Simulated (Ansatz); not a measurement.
**Work function of Ru(0001): what the settings cost and change**

How thick a slab and how much vacuum does the work function of Ru(0001) need?

Main program and level: Ansatz 0.2.0; plane-wave DFT, PBE, Ansatz PAW.

## 1. Set-up

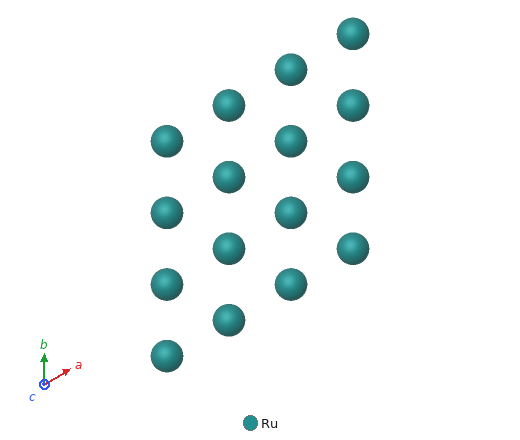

Start, viewed from above; ruthenium teal. 4×4×1 cells are drawn.

The cell holds 1 atom: 1 Ru. Cell: a = 2.700 Å, b = 2.700 Å, c = 18.000 Å, α = 90.0°, β = 90.0°, γ = 60.0°. Vacuum lies along c.

## 2. Run, setting 1 layer

A work function rests on the faint tail of the density, so the SCF threshold is tight. The slab grows from one layer, at fixed mesh and 18 Å of vacuum; then the vacuum is varied on one slab.

File input.yaml:

```yaml
crystal:
  lattice:
    - [2.7, 0.0, 0.0]
    - [1.35, 2.3382685902, 0.0]
    - [0.0, 0.0, 18.0]
  atoms:
    - { symbol: Ru, position: [0.6666666667, 0.6666666667, 0.5] }
kpoints:
  mp_grid: { grid: [17, 17, 1] }
hamiltonian:
  xc: pbe
scf:
  occupations: { method: fermi_dirac, width: 0.1 }
  convergence: { dr2_threshold: 1.0e-09 }
efield:
  axis: 3
  dipole_correction: true
  ramp_position: 0.97
  ramp_width: 0.06
output:
  write_potential: true
  write_density: true
  volumetric_format: npy
  elf: true
```

On the command line:

```console
$ ansatz run input.yaml --threads 2 --pin off --max-ram 3072MiB --backend cpu --events-out ev --progress --plain --runs-dir out
```

Numbers of over 12 decimals in the logs are rounded to 6 here.

The log of the run:

```text
Engine: ansatz 0.2.0, aarch64-unknown-linux-gnu
Pseudopotentials: kind: paw
Pseudopotential: Ru, paw, valence charge 16, recommended cutoff 420 eV (normal), Ru.paw.azcp
Functional definition: PBE
  parameter kappa = 0.804
  parameter beta = 0.066725
  exchange = pbe_x(kappa = kappa, mu = beta*pi^2/3)
  correlation = pbe_c(beta = beta)
Crystal: 1 atoms, lattice volume = 113.640 Å³
Basis set: ecut = 420 eV, 2251 PW (Γ)
Bands: 12, of which v1, the nominal top of the filled ones, is band 8 counted from 1 (7 counted from 0)
Symmetry: 12 space group operations
k-points: 33 of 289
Non-local potential: Ru, projectors of the file, l = 0: 3, l = 1: 2, l = 2: 2, l = 3: 1
PAW form: soft (Blöchl's): semilocal exchange-correlation on the pseudo side does not see the compensation charge
PAW one-centre angular grid: Ru, 590 points (default); XC on 64 Gauss nodes
Initial density: superposition of atomic densities (neutral atoms: chi_scale 0, normalization atom), corrected by the library's trained network
Initial wavefunctions: pseudopotential atomic-orbital guess
Functional: x = pbe(κ = 0.804, μ = 0.219515), c = pbe(β = 0.066725)
SCF iter   1: F=—  HF=-5876.177306 eV  |F-HF|=—  |Δ(HF+E_count)|=         —  Δρ=2.13e-3  dr2=5.79e-3  ethr=1.77e-3  p=-0.000 e·Å  D=-5.72e-15 V/Å  ΔV_dip=0.00 eV  dr2_dipole=3.68e-13  V_vac-E_F(+/−)=5.79/5.79 eV  ⟨swp⟩=5.4  Hψ=2319  notcnv=0
efield: sawtooth ramp at fractional position 0.9700 (set: `efield.ramp_position`, or a place that a band, a saddle search or an elastic batch's reference lends), width 0.0600; the density the first Hamiltonian is built on has a dipole p = -0.000 e·Å; the dipole correction subtracts the counter field D = -5.72e-15 V/Å, which shifts the + side's vacuum level by +0.00 eV against the − side's; the planar-averaged density in the ramp window peaks in size at 1.6e-5 e/Å³
preconditioner: auto → LDOS  [metal: Δε(μ)=0.034 eV  Ē_g=6.254 eV  σ=0.100 eV  W_gap=0.08  n_scr=10 (ndim 8)  ℏωp=9.9 eV  f_vac=0.740  D(μ)=4.18/eV (n_scr^D=14)  β→1.0]
SCF iter   2: F=—  HF=-5876.182770 eV  |F-HF|=—  |Δ(HF+E_count)|=   5.46e-3  Δρ=2.12e-3  dr2=2.83e-3  ethr=3.62e-5  p=-0.000 e·Å  D=-1.57e-7 V/Å  ΔV_dip=0.00 eV  dr2_dipole=4.72e-13  V_vac-E_F(+/−)=5.70/5.70 eV  ⟨swp⟩=3.5  Hψ=1167  notcnv=0
SCF iter   3: F=—  HF=-5876.182191 eV  |F-HF|=—  |Δ(HF+E_count)|=   5.79e-4  Δρ=4.47e-4  dr2=2.64e-4  ethr=1.77e-5  p=-0.000 e·Å  D=-9.94e-8 V/Å  ΔV_dip=0.00 eV  dr2_dipole=3.13e-14  V_vac-E_F(+/−)=5.72/5.72 eV  ⟨swp⟩=2.6  Hψ=708  notcnv=0
SCF iter   4: F=—  HF=-5876.182297 eV  |F-HF|=—  |Δ(HF+E_count)|=   1.06e-4  Δρ=1.34e-4  dr2=2.75e-5  ethr=1.65e-6  p=-0.000 e·Å  D=-5.29e-8 V/Å  ΔV_dip=0.00 eV  dr2_dipole=7.29e-16  V_vac-E_F(+/−)=5.71/5.71 eV  ⟨swp⟩=1.9  Hψ=545  notcnv=0
SCF iter   5: F=—  HF=-5876.182295 eV  |F-HF|=—  |Δ(HF+E_count)|=   1.25e-6  Δρ=2.98e-5  dr2=1.91e-6  ethr=1.72e-7  p=-0.000 e·Å  D=-3.95e-8 V/Å  ΔV_dip=0.00 eV  dr2_dipole=3.71e-17  V_vac-E_F(+/−)=5.71/5.71 eV  ⟨swp⟩=2.3  Hψ=549  notcnv=0
SCF iter   6: F=—  HF=-5876.182298 eV  |F-HF|=—  |Δ(HF+E_count)|=   3.14e-6  Δρ=7.93e-6  dr2=1.60e-7  ethr=1.20e-8  p=-0.000 e·Å  D=-2.85e-8 V/Å  ΔV_dip=0.00 eV  dr2_dipole=9.09e-15  V_vac-E_F(+/−)=5.70/5.70 eV  ⟨swp⟩=2.3  Hψ=535  notcnv=0
SCF iter   7: F=—  HF=-5876.182298 eV  |F-HF|=—  |Δ(HF+E_count)|=   1.03e-8  Δρ=2.12e-6  dr2=5.25e-9  ethr=9.99e-10  p=-0.000 e·Å  D=-3.00e-9 V/Å  ΔV_dip=0.00 eV  dr2_dipole=2.06e-15  V_vac-E_F(+/−)=5.70/5.70 eV  ⟨swp⟩=2.3  Hψ=528  notcnv=0
SCF iter   8: F=-5876.182298 eV  HF=-5876.182298 eV  |F-HF|=7.73e-11  |Δ(HF+E_count)|=   1.09e-8  Δρ=5.72e-7  dr2=2.43e-10  ethr=6.25e-12  p=-0.000 e·Å  D=-1.25e-8 V/Å  ΔV_dip=0.00 eV  dr2_dipole=8.96e-15  V_vac-E_F(+/−)=5.70/5.70 eV  ⟨swp⟩=5.8  Hψ=1500  notcnv=0
SCF 1 converged in 8 iterations: F = -5876.182298 eV  dr2 = 2.43e-10
  greatest PAW one-centre occupation: 0.998 electrons in one spin orbital (limit 2), on the Ru atom at site 0 (counted from 0), in its partial waves of l = 0
WARN: The output density's exchange-correlation potential varies sharply where the density is thin. Do not read a vacuum level from v_tot or v_xc, or from such a field of the output density. On a cell that repeats whose density bears no net charge and no dipole along the vacuum's axis use v_es (v_loc + v_h of the components); under efield.dipole_correction with no amplitude use v_es + v_field, which holds any externa [...]
SCF converged after 8 iterations
Free energy (F): -5876.182298 eV
Harris-Foulkes:  -5876.182298 eV  (|F-HF|=7.73e-11)
Internal energy: -5876.052414 eV  (E = F + TS)
E sigma→0 (E₀):  -5876.117356 eV
Entropy (-TS):   -0.129885 eV (-129.885 meV/atom)
Fermi energy:    -2.157000 eV
Dipole field:    D = 0.000000 V/Å  (p = 0.000000 e·Å, saw-weighted, corrected)
Work function:   Φ+ = 5.7019 eV   Φ− = 5.7019 eV
Levels:          The Fermi level and band energies are counted from a zero that moves with the ramp; work functions are not
--- Per-component energies (eV) ---
  E_band       = -447.257661
  E_kinetic    = 509.001002
  E_local      = -10573.554787  (includes V_loc(G=0)·N_el)
  E_nonlocal   = 345.555321
  E_hartree    = 4864.113280
  E_xc         = -186.428584
  E_vxc        = -233.515280  (∫ρ·V_xc dr)
  E_paw        = -3461.512233  (= ΣΔE_a)
  E_vpaw       = -222.970692  (= ΣTr[D̂ρ^β])
  E_aug_tail   = -0.000182  (compensation charges beyond the density's cutoff)
  E_efield     = 0.000000  (sawtooth field / dipole correction)
  E_vefield    = 0.000000  (∫n·V_field dr)
  E_ewald      = 2626.773769
  E_smearing   = -0.129885  (= −TS)
  E_closure    = 0.000000  (closes the sum)
  Σ components = -5876.182298   (vs F -5876.182298, Δ=0.00e0)
--- Band table (eV; the first three rows and the last of 33) ---
  k-point 0: bands = [... 4 lower, -7.1440, -3.7132, -3.6486, -3.6486, -1.2496, -1.2496, -0.7106, 3.1650]
  k-point 1: bands = [... 4 lower, -7.0063, -3.7269, -3.6623, -3.5490, -1.7365, -1.2749, -0.2141, 3.2565]
  k-point 2: bands = [... 4 lower, -6.6195, -3.9186, -3.5127, -3.2561, -2.3986, -1.3464, 0.4938, 3.5307]
  k-point 32: bands = [... 4 lower, -4.2686, -4.0423, -3.5866, -3.5292, -2.0849, 6.2064, 6.7757, 8.0177]
```

Wall time 11 s (2 threads of Arm Neoverse N1, shared host); peak memory 0.37 GiB.

This step gave:

* energy at zero smearing: -5876.1174 eV
* work function, upper face: 5.702 eV

Running mean over 2.138 Å of the planar mean; the ramp of the sawtooth is left out. Table of electron's electrostatic potential energy less the Fermi level by z:

```tsv
z (Å)	electron's electrostatic potential energy less the Fermi level (eV)
3	5.70
4	5.70
5	5.70
6	5.63
7	4.58
8	-5.80
9	-13.7
10	-5.80
11	4.58
12	5.63
13	5.70
14	5.70
15	5.70
```

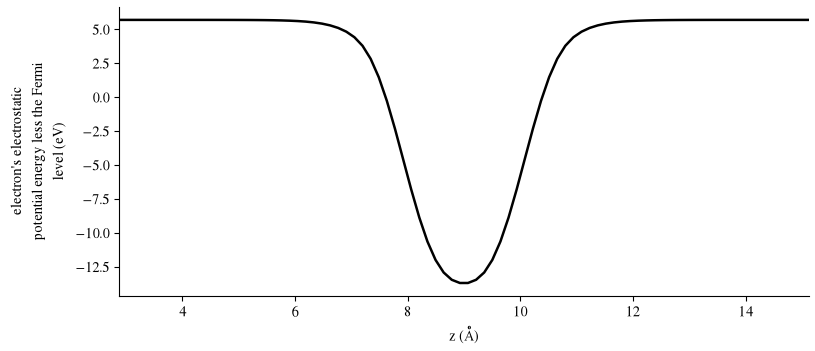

Electron's electrostatic potential energy less the Fermi level against z.

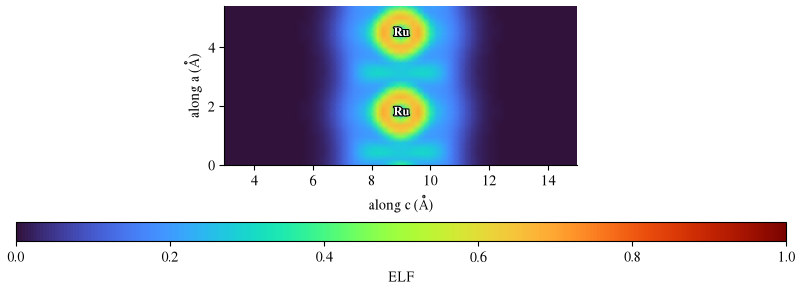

ELF in the ca plane at fractional y = 0.667, with atoms of Ru within 0.2 Å of it. It is the smooth field of the valence electrons, not physical close to the nuclei. The far vacuum is left out of the map.

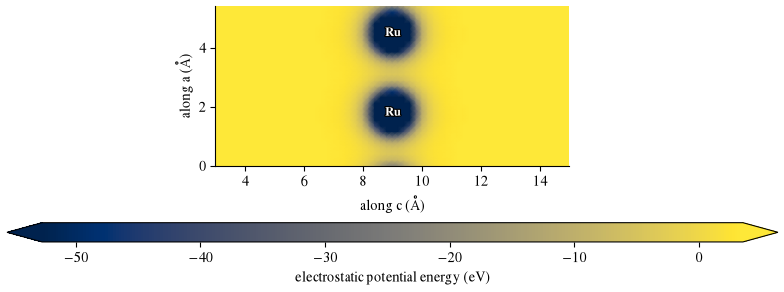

Electrostatic potential energy in the ca plane at fractional y = 0.667, with atoms of Ru within 0.2 Å of it. With pseudopotentials it is smooth inside the atoms' cores, unlike the true potential. The far vacuum is left out of the map.

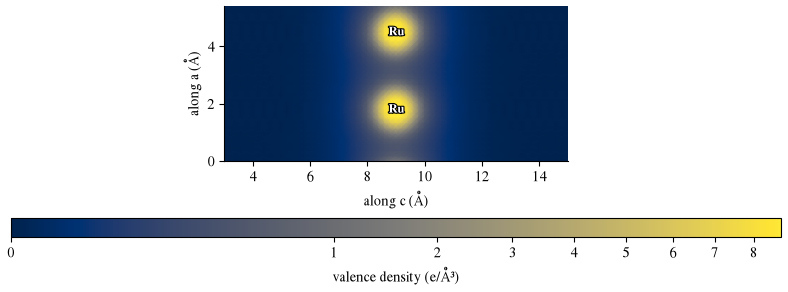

Valence density in the ca plane at fractional y = 0.667, with atoms of Ru within 0.2 Å of it. It is the smooth field of the valence electrons, not physical close to the nuclei. The colour scale is stretched toward low values. The far vacuum is left out of the map.

The work function is 5.702 eV.

## 3. Run, 2 atoms

System of this step: Ru(0001). The cell holds 2 atoms: 2 Ru. Its edges and angles: a = 2.700 Å, b = 2.700 Å, c = 20.138 Å, α = 90.0°, β = 90.0°, γ = 60.0°. Vacuum lies along c.

input.yaml, the sections that differ from step 2:

```yaml
crystal:
  lattice:
    - [2.7, 0.0, 0.0]
    - [1.35, 2.3382685902, 0.0]
    - [0.0, 0.0, 20.1384]
  atoms:
    - { symbol: Ru, position: [0.6666666667, 0.6666666667, 0.4469074008] }
    - { symbol: Ru, position: [0.0, 0.0, 0.5530925992] }
output:
  write_potential: true
  write_density: true
  volumetric_format: npy
# kpoints, hamiltonian, scf, efield: as in step 2
```

The log of the run:

```text
[...]
Crystal: 2 atoms, lattice volume = 127.140 Å³
Basis set: ecut = 420 eV, 2497 PW (Γ)
Bands: 20, of which v1, the nominal top of the filled ones, is band 16 counted from 1 (15 counted from 0)
Symmetry: 6 space group operations
k-points: 33 of 289 (time reversal used)
[...]
k-point 0: bands = [... 12 lower, -1.1501, -0.9358, -0.9358, 0.1038, 0.9942, 0.9942, 2.1511, 2.1790]
  k-point 1: bands = [... 12 lower, -1.0573, -1.0535, -0.8523, 0.0247, 0.9559, 1.0787, 1.4119, 2.1888]
  k-point 2: bands = [... 12 lower, -1.1681, -0.7788, -0.6143, -0.1896, 0.6686, 0.8737, 1.5192, 2.2084]
  k-point 32: bands = [... 12 lower, -1.0985, -0.9575, -0.6997, 0.9775, 1.7180, 1.8769, 8.5879, 8.9775]
[key lines of the parts left out:]
SCF converged after 9 iterations
Free energy (F): -11755.330571 eV
Fermi energy:    1.085846 eV
Dipole field:    D = -0.000004 V/Å  (p = -0.000003 e·Å, saw-weighted, corrected)
Work function:   Φ+ = 5.0848 eV   Φ− = 5.0847 eV
```

The job ended after 18 s (2 threads; peak memory 0.42 GiB).

The work function is 5.085 eV, -0.617 eV from the run “1 layer”, at 1.9 times its CPU time.

## 4. Slab, 3 atoms

System of this step: Ru(0001). The cell holds 3 atoms: 3 Ru. Its edges and angles: a = 2.700 Å, b = 2.700 Å, c = 22.277 Å, α = 90.0°, β = 90.0°, γ = 60.0°. Vacuum lies along c.

input.yaml, the sections that differ from step 3:

```yaml
crystal:
  lattice:
    - [2.7, 0.0, 0.0]
    - [1.35, 2.3382685902, 0.0]
    - [0.0, 0.0, 22.2768]
  atoms:
    - { symbol: Ru, position: [0.0, 0.0, 0.4040077569] }
    - { symbol: Ru, position: [0.6666666667, 0.6666666667, 0.5] }
    - { symbol: Ru, position: [0.0, 0.0, 0.5959922431] }
# kpoints, hamiltonian, scf, efield, output: as in step 3
```

The log of the run:

```text
[...]
Crystal: 3 atoms, lattice volume = 140.641 Å³
Basis set: ecut = 420 eV, 2781 PW (Γ)
Bands: 29, of which v1, the nominal top of the filled ones, is band 24 counted from 1 (23 counted from 0)
Symmetry: 6 space group operations
k-points: 33 of 289 (time reversal used)
[...]
k-point 0: bands = [... 20 lower, 1.0095, 1.4839, 1.4839, 2.7429, 2.7429, 2.9485, 3.9662, 3.9662, ... 1 higher]
  k-point 1: bands = [... 20 lower, 1.1687, 1.4298, 1.5816, 2.6756, 2.7065, 2.7618, 3.5799, 3.9444, ... 1 higher]
  k-point 2: bands = [... 20 lower, 1.2489, 1.3688, 1.8684, 2.2946, 2.4689, 2.6464, 3.2454, 3.8860, ... 1 higher]
  k-point 32: bands = [... 20 lower, 1.3101, 1.4914, 2.2609, 3.6627, 3.7969, 4.0268, 4.5276, 10.4663, ... 1 higher]
[key lines of the parts left out:]
SCF converged after 10 iterations
Free energy (F): -17634.071266 eV
Fermi energy:    3.336221 eV
Dipole field:    D = -0.000001 V/Å  (p = -0.000000 e·Å, saw-weighted, corrected)
Work function:   Φ+ = 4.9961 eV   Φ− = 4.9961 eV
```

Run time: 34 s. Hardware: 2 threads; peak memory 0.42 GiB.

The work function is 4.996 eV, -0.089 eV from the run “2 layers”, at 1.5 times its CPU time.

## 5. Slab, 4 atoms

System of this step: Ru(0001). The cell holds 4 atoms: 4 Ru. Cell: a = 2.700 Å, b = 2.700 Å, c = 24.415 Å, α = 90.0°, β = 90.0°, γ = 60.0°. Vacuum lies along c.

input.yaml, the sections that differ from step 4:

```yaml
crystal:
  lattice:
    - [2.7, 0.0, 0.0]
    - [1.35, 2.3382685902, 0.0]
    - [0.0, 0.0, 24.4152]
  atoms:
    - { symbol: Ru, position: [0.6666666667, 0.6666666667, 0.3686228251] }
    - { symbol: Ru, position: [0.0, 0.0, 0.4562076084] }
    - { symbol: Ru, position: [0.6666666667, 0.6666666667, 0.5437923916] }
    - { symbol: Ru, position: [0.0, 0.0, 0.6313771749] }
# kpoints, hamiltonian, scf, efield, output: as in step 4
```

The log of the run:

```text
[...]
Crystal: 4 atoms, lattice volume = 154.141 Å³
Basis set: ecut = 420 eV, 3063 PW (Γ)
Bands: 39, of which v1, the nominal top of the filled ones, is band 32 counted from 1 (31 counted from 0)
Symmetry: 6 space group operations
k-points: 33 of 289 (time reversal used)
[...]
k-point 0: bands = [... 28 lower, 3.1145, 3.1145, 3.3041, 4.2460, 4.2460, 5.1364, 5.2520, 5.2520, ... 3 higher]
  k-point 1: bands = [... 28 lower, 3.0980, 3.2006, 3.3521, 4.1652, 4.2088, 4.8453, 5.1526, 5.2202, ... 3 higher]
  k-point 2: bands = [... 28 lower, 3.3019, 3.3185, 3.4526, 3.8700, 4.1664, 4.3729, 4.7663, 5.1448, ... 3 higher]
  k-point 32: bands = [... 28 lower, 3.1782, 3.8564, 4.3934, 5.6464, 5.6787, 5.7551, 6.1867, 6.3132, ... 3 higher]
[key lines of the parts left out:]
SCF converged after 9 iterations
Free energy (F): -23512.708853 eV
Fermi energy:    5.051852 eV
Dipole field:    D = -0.000001 V/Å  (p = -0.000001 e·Å, saw-weighted, corrected)
Work function:   Φ+ = 5.0870 eV   Φ− = 5.0870 eV
```

Wall time 35 s (2 threads); peak memory 0.47 GiB.

The work function is 5.087 eV, +0.091 eV from the run “3 layers”, at 1.4 times its CPU time.

## 6. Run, 5 atoms

System of this step: Ru(0001). The cell holds 5 atoms: 5 Ru. Cell: a = 2.700 Å, b = 2.700 Å, c = 26.554 Å, α = 90.0°, β = 90.0°, γ = 60.0°. Vacuum lies along c.

input.yaml, the sections that differ from step 5:

```yaml
crystal:
  lattice:
    - [2.7, 0.0, 0.0]
    - [1.35, 2.3382685902, 0.0]
    - [0.0, 0.0, 26.5536]
  atoms:
    - { symbol: Ru, position: [0.0, 0.0, 0.3389370933] }
    - { symbol: Ru, position: [0.6666666667, 0.6666666667, 0.4194685466] }
    - { symbol: Ru, position: [0.0, 0.0, 0.5] }
    - { symbol: Ru, position: [0.6666666667, 0.6666666667, 0.5805314534] }
    - { symbol: Ru, position: [0.0, 0.0, 0.6610629067] }
# kpoints, hamiltonian, scf, efield, output: as in step 5
```

The log of the run:

```text
[...]
Crystal: 5 atoms, lattice volume = 167.642 Å³
Basis set: ecut = 420 eV, 3323 PW (Γ)
Bands: 48, of which v1, the nominal top of the filled ones, is band 40 counted from 1 (39 counted from 0)
Symmetry: 6 space group operations
k-points: 33 of 289 (time reversal used)
[...]
k-point 0: bands = [... 36 lower, 4.6920, 4.6920, 5.3538, 5.6136, 5.6136, 6.4239, 6.4239, 6.9136, ... 4 higher]
  k-point 1: bands = [... 36 lower, 4.6465, 4.7863, 5.2716, 5.5684, 5.5718, 6.2804, 6.3889, 6.6656, ... 4 higher]
  k-point 2: bands = [... 36 lower, 4.7456, 5.0104, 5.0606, 5.3899, 5.5247, 5.7961, 6.1923, 6.3147, ... 4 higher]
  k-point 32: bands = [... 36 lower, 5.3705, 5.4804, 6.3109, 7.1790, 7.2083, 7.4580, 7.6137, 7.8337, ... 4 higher]
[key lines of the parts left out:]
SCF converged after 9 iterations
Free energy (F): -29391.405169 eV
Fermi energy:    6.580394 eV
Dipole field:    D = 0.000001 V/Å  (p = 0.000000 e·Å, saw-weighted, corrected)
Work function:   Φ+ = 5.0403 eV   Φ− = 5.0403 eV
```

The job ended after 57 s (2 threads; peak memory 0.53 GiB; 67 s of CPU time).

The work function is 5.040 eV, -0.047 eV from the run “4 layers”, at 1.4 times its CPU time.

## 7. Run, 6 atoms

System of this step: Ru(0001). The cell holds 6 atoms: 6 Ru. Cell: a = 2.700 Å, b = 2.700 Å, c = 28.692 Å, α = 90.0°, β = 90.0°, γ = 60.0°. Vacuum lies along c.

input.yaml, the sections that differ from step 6:

```yaml
crystal:
  lattice:
    - [2.7, 0.0, 0.0]
    - [1.35, 2.3382685902, 0.0]
    - [0.0, 0.0, 28.692]
  atoms:
    - { symbol: Ru, position: [0.6666666667, 0.6666666667, 0.3136762861] }
    - { symbol: Ru, position: [0.0, 0.0, 0.3882057716] }
    - { symbol: Ru, position: [0.6666666667, 0.6666666667, 0.4627352572] }
    - { symbol: Ru, position: [0.0, 0.0, 0.5372647428] }
    - { symbol: Ru, position: [0.6666666667, 0.6666666667, 0.6117942284] }
    - { symbol: Ru, position: [0.0, 0.0, 0.6863237139] }
# kpoints, hamiltonian, scf, efield, output: as in step 6
```

The log of the run:

```text
[...]
Crystal: 6 atoms, lattice volume = 181.142 Å³
Basis set: ecut = 420 eV, 3593 PW (Γ)
Bands: 58, of which v1, the nominal top of the filled ones, is band 48 counted from 1 (47 counted from 0)
Symmetry: 6 space group operations
k-points: 33 of 289 (time reversal used)
[...]
k-point 0: bands = [... 44 lower, 5.9130, 5.9130, 6.7712, 6.7712, 7.0577, 7.4257, 7.4257, 8.1441, ... 6 higher]
  k-point 1: bands = [... 44 lower, 5.9281, 6.0011, 6.6836, 6.7258, 6.8927, 7.3892, 7.4057, 7.8090, ... 6 higher]
  k-point 2: bands = [... 44 lower, 6.1319, 6.2543, 6.3237, 6.6822, 6.6869, 7.0154, 7.3194, 7.3686, ... 6 higher]
  k-point 32: bands = [... 44 lower, 6.6373, 6.9898, 7.8752, 8.4534, 8.4595, 8.8155, 8.8489, 9.0076, ... 6 higher]
[key lines of the parts left out:]
SCF converged after 10 iterations
Free energy (F): -35270.111204 eV
Fermi energy:    7.847794 eV
Dipole field:    D = 0.000003 V/Å  (p = 0.000003 e·Å, saw-weighted, corrected)
Work function:   Φ+ = 5.0624 eV   Φ− = 5.0626 eV
```

Run time: 84 s. Hardware: 2 threads; peak memory 0.61 GiB.

The work function is 5.062 eV, +0.022 eV from the run “5 layers”, at 1.4 times its CPU time.

[end of part 1 of 2]

[Logs are printed without paths, hosts, clocks, repeated set-up lines and the standing remarks that a program may print on its own settings, such as how far it seeks lower states.]

[Hosts, paths, dates, database ids (printed as entryN), source tags and the programs' standing remarks are cut or masked in the printed files.]

[Maps of the electrostatic potential energy from Ansatz leave out the sawtooth potential of an applied field or a dipole correction, so their vacuum need not be flat; planar profiles and work functions include it.]
